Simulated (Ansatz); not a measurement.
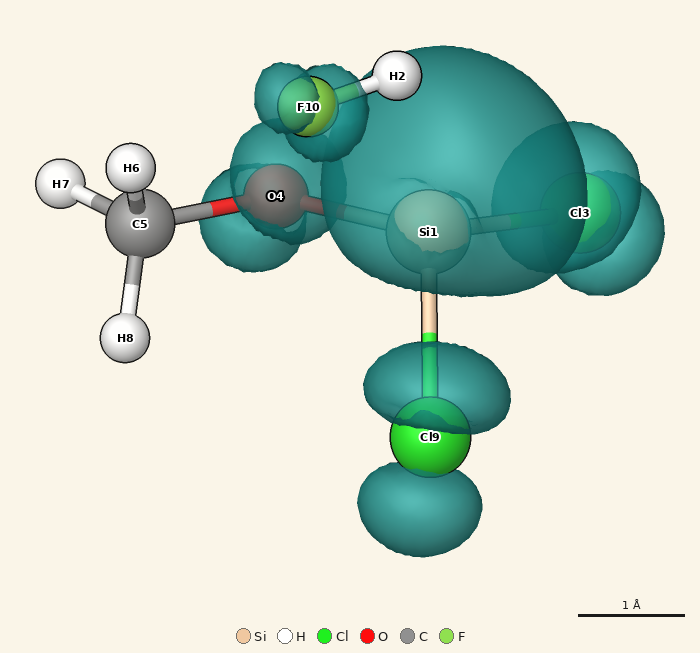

*CH$_{3}$Cl$_{2}$OSi···HF (doublet). Isosurface of the spin density at +0.02 e/Å³ (teal), seen at an oblique angle.*

All numbers below come from UKS PBE-D4/6-31G* (Ansatz).

| atom | x (Å) | y (Å) | z (Å) |
| --- | --- | --- | --- |
| Si | 0.2819 | -0.0504 | -0.3436 |
| H | -0.2480 | 0.0976 | 2.1945 |
| Cl | 2.1304 | 0.1512 | -1.2750 |
| O | -0.6096 | 1.2499 | -0.8540 |
| C | -2.0318 | 1.3729 | -0.6604 |
| H | -2.2826 | 1.3102 | 0.4107 |
| H | -2.3196 | 2.3590 | -1.0555 |
| H | -2.5670 | 0.5812 | -1.2130 |
| Cl | -0.6102 | -1.8498 | -0.9199 |
| F | -1.1989 | 0.1183 | 2.1993 |

Which atoms carry the spin?

Answer. The unpaired spin (1 electron) lies mostly on Si1 (about 0.6), Cl3 (about 0.1), Cl9 (about 0.1) and O4 (about 0.1), in electrons by Hirshfeld's partition.
